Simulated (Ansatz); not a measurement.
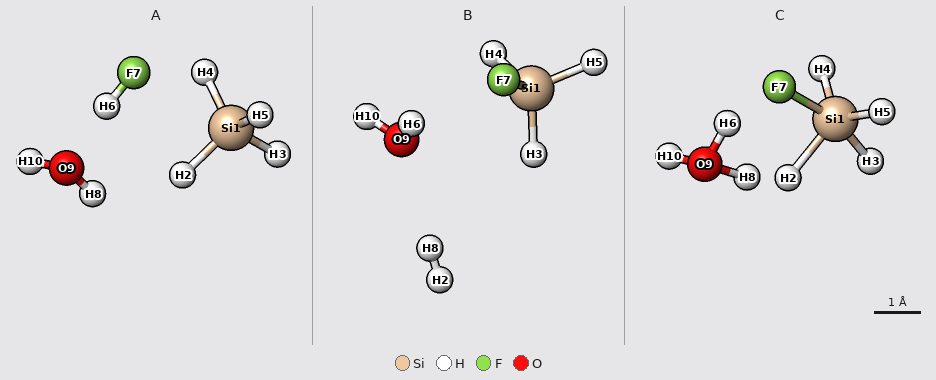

Three geometries of SiH$_{7}$OF: a saddle point and the two minima that it joins, in shuffled order. Style: ball-and-stick. Shown at a tilt. Sticks join atoms that are closer than about 1.2 times the sum of their covalent radii (a little more with hydrogen).

Stationary points at PBE0-D4/def2-TZVP, single-point energies with CCSD(T)/CBS, BHLYP-D4, r2SCAN-D4, PBE0-D4 (def2-TZVPP where no basis is named; Ansatz 0.2.0). The energies are electronic, without zero-point or thermal terms, and both ends are the minima reached downhill from the saddle, with any fragments still in contact. CCSD(T)/CBS stands for a frozen-core estimate: MP2 correlation extrapolated from def2-TZVPP and def2-QZVPP, CCSD(T) minus MP2 from the smaller set.

Which frame is the transition state, what reaction does it lead through, and what barrier is to be expected?

Answer. Frame C is the saddle point. Counted by bonded pieces, A holds HF + H₂O + SiH₄ and B holds H₂ + H₂O + SiH₃F. From A over the saddle to B, bonds form: Si1–F7 (3.13 → 1.82 → 1.61 Å), H2–H8 (2.20 → 1.03 → 0.75 Å), H6–O9 (1.64 → 1.04 → 0.96 Å). Bonds break: Si1–H2 (1.49 → 1.65 → 4.67 Å), H6–F7 (0.95 → 1.41 → 2.26 Å), H8–O9 (0.96 → 1.19 → 2.54 Å). The saddle has one imaginary mode, 860i cm⁻¹. With CCSD(T)/CBS the barrier is 146.6 kJ/mol from A and 223.6 kJ/mol from B, and B lies 77.0 kJ/mol below A.

```csv
level,barrier from A (kJ/mol),barrier from B (kJ/mol),B less A (kJ/mol)
CCSD(T)/CBS,146.6,223.6,−77.0
BHLYP-D4,152.0,230.1,−78.0
r2SCAN-D4,109.0,184.6,−75.6
PBE0-D4,122.2,185.7,−63.5
```

Against CCSD(T)/CBS, BHLYP-D4 comes closest on the barrier from A (+5.4 kJ/mol) and r2SCAN-D4 misses most (−37.6 kJ/mol).
